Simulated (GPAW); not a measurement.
**C2H3O (SMILES [CH]1CO1): a first try and a second**

Wanted: energy and one-electron properties of C2H3O, URPBE/real-space grid (scalar-relativistic datasets).

The results are computed with GPAW 26.7.0.

3 further runs of the same task are left out: 1 that didn't finish, 2 set aside as unsound or not needed.

### Step 1. The structure to begin with

The species is C2H3O (6 atoms), meant as a doublet with charge 0. SMILES: `[CH]1CO1`. The shape is that of a GFN2-xTB optimisation.

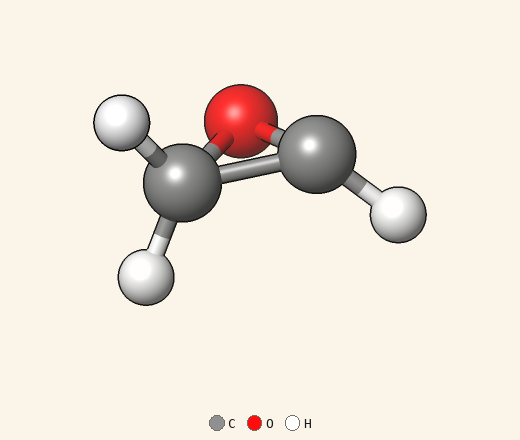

Viewed from a chosen angle; carbon grey, oxygen red, hydrogen white.

### Step 2. The input as first written

run.xyz reads:

```xyz
6

C     -0.799330    -0.344800    -0.262570
C      0.337400     0.369020     0.277500
O      0.146520    -1.038240     0.413310
H     -1.077570    -0.580010    -1.272710
H      1.178620     0.655570    -0.345800
H      0.214360     0.938460     1.190280
```

sp.py reads:

```python
import numpy as np
from ase.io import read
from ase.units import Debye
from gpaw import GPAW

# Structure
molecule = read('run.xyz')
molecule.center(vacuum=4.5)
molecule.set_initial_magnetic_moments([0.333333, 0.333333, 0.333333, 0.0, 0.0, 0.0])

# GPAW settings
calc = GPAW(mode='lcao',
            maxiter=84,
            xc='RPBE',
            h=0.2,
            symmetry='off',
            basis='tzp',
            occupations={'name': 'fermi-dirac', 'width': 0.02, 'fixmagmom': True},
            txt='-')
molecule.calc = calc

energy = molecule.get_potential_energy()
print(f'Energy                  {energy:.5f} eV')
forces = molecule.get_forces()
print('Forces (eV/Ang)')
for symbol, f in zip(molecule.symbols, forces):
    print(f'{symbol:2} {f[0]:9.4f} {f[1]:9.4f} {f[2]:9.4f}')
dipole = molecule.get_dipole_moment() / Debye
print(f'Dipole                  {np.linalg.norm(dipole):.3f} D')
```

Command:

```console
$ python sp.py > sp.log
```

Output:

```text
__  _  _
 | _ |_)|_||  |
 |__||  | ||/\| - 26.7.0

units:  Angstrom and eV
cores:  1
OpenMP: False

Versions:
  Python: 3.12.14
  ASE:    3.29.0
  Numpy:  2.5.5
  Scipy:  1.18.1
  Libxc:  7.0.0

        _gpaw.cpython-312-aarch64-linux-gnu.so

Input parameters:
  mode=LCAO(),
  basis={'default': 'tzp'},
  h=0.2,
  maxiter=84,
  occupations=Occupations(name='fermi-dirac', width=0.02, fixmagmom=True),
  symmetry=Symmetry(point_group=False, time_reversal=False),
  xc=XC(name='RPBE')
FileNotFoundError: Could not find required basis set file "C.tzp.basis".

You need to set the GPAW_SETUP_PATH environment variable to point to
the directories where PAW dataset and basis files are stored.  See
```

Run time: 0.81 s. Hardware: 1 thread of Arm Neoverse V1, shared host; peak memory 0.093 GiB.

### Step 3. Reading the log

The input was rejected.

The telling line is `FileNotFoundError: Could not find required basis set file "C.tzp.basis".`. The fault: a file that the run needs isn't there. To mend it: mode fd in place of lcao.

### Step 4. The mended input

C2H3O.xyz reads:

```xyz
6

C     -0.799330    -0.344800    -0.262570
C      0.337400     0.369020     0.277500
O      0.146520    -1.038240     0.413310
H     -1.077570    -0.580010    -1.272710
H      1.178620     0.655570    -0.345800
H      0.214360     0.938460     1.190280
```

C2H3O_sp.py reads:

```python
import numpy as np
from ase.io import read
from ase.units import Debye
from gpaw import GPAW

# Structure
molecule = read('C2H3O.xyz')
molecule.center(vacuum=4.5)
molecule.set_initial_magnetic_moments([0.333333, 0.333333, 0.333333, 0.0, 0.0, 0.0])

# Calculator
calc = GPAW(mode='fd',
            h=0.2,
            xc='RPBE',
            occupations={'name': 'fermi-dirac', 'width': 0.02, 'fixmagmom': True},
            maxiter=100,
            symmetry='off',
            txt='-')
molecule.calc = calc

energy = molecule.get_potential_energy()
print(f'Energy = {energy:.5f} eV')
forces = molecule.get_forces()
print('Forces (eV/Ang)')
for symbol, f in zip(molecule.symbols, forces):
    print(f'{symbol:2} {f[0]:9.4f} {f[1]:9.4f} {f[2]:9.4f}')
dipole = molecule.get_dipole_moment() / Debye
print(f'Dipole = {np.linalg.norm(dipole):.3f} D')
```

Command:

```console
$ python3 -u C2H3O_sp.py | tee C2H3O_sp.out
```

Output, shortened:

```text
[...]
Number of symmetries: 1
[...]
  Number of IBZ points: 1
[...]
Spin-components: 2 (collinear spins)
Bands:           15
[...]
  Valence electrons: 17.0
[...]
  Grid points: [56 56 56]
  Charge: 0.0  # |e|
[...]
    cutoffs:
[...]
occupation numbers:
  Fixed magnetic moment: 1.000
[...]
xc functional:
  name: RPBE with 2 nearest neighbor stencil
[...]
|iter     |     time |      energy | eigst |  dens |  magmom |
[...]
|iter:   1| 00:00:04 |  -33.439561 | +1.21 |       |  +0.9984|
[...]
|iter:  16| 00:00:31 |  -31.718971c| -7.69c| -5.72c|  +1.0000|
Converged in 16 steps
[...]
Energy contributions relative to reference atoms: (reference = -4139.687961)
Energy contributions:
  Kinetic:          38.237025
  Coulomb:         -39.884609
  Zero:              0.911627
  External:          0.000000
  Xc:              -30.983013
  Entropy:          -0.000000
  Spinorbit:         0.000000
  ----------------------------
  Free energy:     -31.718971
  Extrapolated:    -31.718971
dipole moment: (0.091858, 0.246905, -0.154917)  # |e|*Ang
Total magnetic moment: (0.000000, 0.000000, 0.999999)
Local magnetic moments
|        x |        y |         z |
|----------|----------|-----------|
| 0.000000 | 0.000000 |  0.263143 |  # C    0
| 0.000000 | 0.000000 | -0.000930 |  # C    1
| 0.000000 | 0.000000 |  0.110752 |  # O    2
| 0.000000 | 0.000000 |  0.016416 |  # H    3
| 0.000000 | 0.000000 |  0.001006 |  # H    4
| 0.000000 | 0.000000 |  0.001574 |  # H    5
Fermi levels: -4.459, -2.969
Eigenvalues  # (at kpt = [0.000, 0.000, 0.000])
[...]
Gap: 2.070 eV
Transition (v -> c):
[...]
Forces (eV/Ang)
C    -0.6867    0.6154    0.0427
C     0.1205    1.3541   -0.0649
O     0.5125   -1.9938    0.4759
H    -0.2260   -0.2498   -0.6754
H     0.2988    0.0728   -0.1968
H    -0.0258    0.2437    0.3519
Dipole = 1.468 D
```

Run time: 31 s. Hardware: 1 thread of Arm Neoverse V1, shared host; peak memory 0.62 GiB.

### Step 5. Summary of results

At URPBE/real-space grid (scalar-relativistic datasets):

| quantity | value |
| --- | --- |
| energy as printed (from the program's reference atoms) | -31.7190 eV |
| dipole moment | 1.47 D |
| HOMO energy (highest over α and β) | -4.75 eV |
| LUMO energy (lowest over α and β) | -2.68 eV |
